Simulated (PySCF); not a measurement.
C₃H₈N₃PSi

```yaml
atoms:
  - { symbol: C, position_ang: [-1.1820, 1.9453, -0.5524] }
  - { symbol: N, position_ang: [-0.2000, 1.5521, 0.1189] }
  - { symbol: Si, position_ang: [0.4908, 0.0002, 0.4504] }
  - { symbol: N, position_ang: [1.0414, -0.1006, 2.0803] }
  - { symbol: P, position_ang: [2.2735, -0.3663, -0.8661] }
  - { symbol: C, position_ang: [-0.7393, -1.4787, 0.2568] }
  - { symbol: C, position_ang: [-1.3313, -1.4486, -1.0370] }
  - { symbol: N, position_ang: [-1.7820, -1.3786, -2.0882] }
  - { symbol: H, position_ang: [-1.8900, 1.2937, -1.0675] }
  - { symbol: H, position_ang: [-1.3574, 3.0146, -0.6388] }
  - { symbol: H, position_ang: [0.4229, 0.1806, 2.8235] }
  - { symbol: H, position_ang: [1.9747, 0.2207, 2.2772] }
  - { symbol: H, position_ang: [1.5248, -0.5615, -2.0141] }
  - { symbol: H, position_ang: [2.4839, 0.9704, -1.1539] }
  - { symbol: H, position_ang: [-1.5230, -1.4097, 1.0108] }
  - { symbol: H, position_ang: [-0.2147, -2.4248, 0.3887] }
```

Geometry: GFN2-xTB.

Method: PBE0/pcSseg-1, SCF density, gas phase, non-relativistic in PySCF 2.14.0.

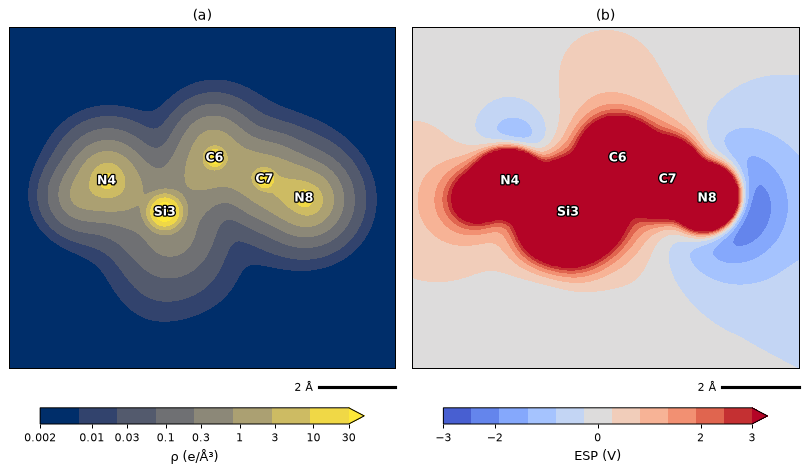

Figure 1. (a) electron density; (b) electrostatic potential on the plane of atoms Si3, C6 and C7.

**What do the fields say about this system?**

The plane passes through Si, N and C nuclei. C–N (1.15 Å): the density is about 3.6 e/Å³ at the midpoint. C–C (1.42 Å): the density is about 1.9 e/Å³ at the midpoint. Si–N (1.72 Å): the density is about 1.1 e/Å³ at the midpoint. C–Si (1.93 Å): the density is about 0.87 e/Å³ at the midpoint. Outside the dense part of the molecule the potential is most negative (−2.3 V) near N8.

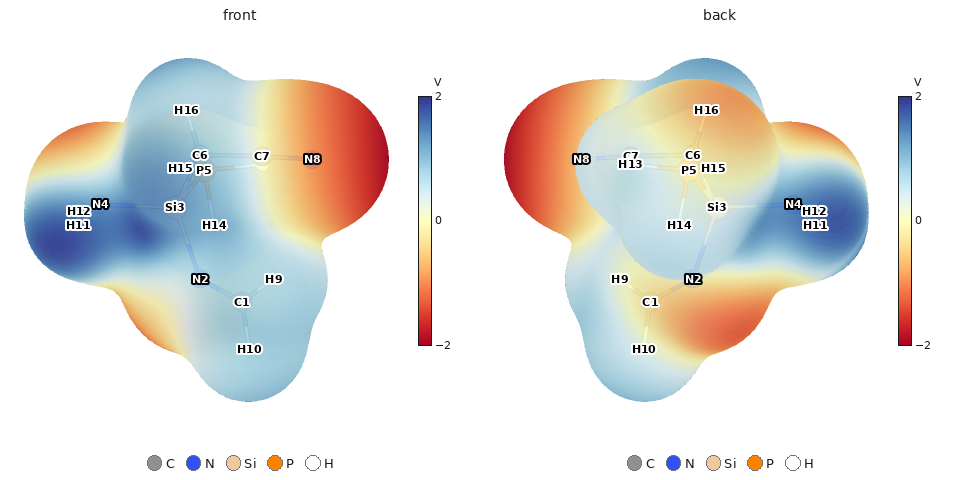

Figure 2. The electrostatic potential painted on the density surface at 0.002 e/bohr³, seen from the front and from behind; red is negative and blue positive.

**Which sites attract a positive test charge, and which a negative one?**

A positive charge is drawn to the negative regions and a negative charge to the positive ones. The most negative region (about −1.9 V) lies over N8, the most positive (about +1.8 V) over Si3, H11 and H12. N8 is the likeliest acceptor of a hydrogen bond.

**How polar is the molecule by this calculation?**

Its dipole moment is 3.53 D.
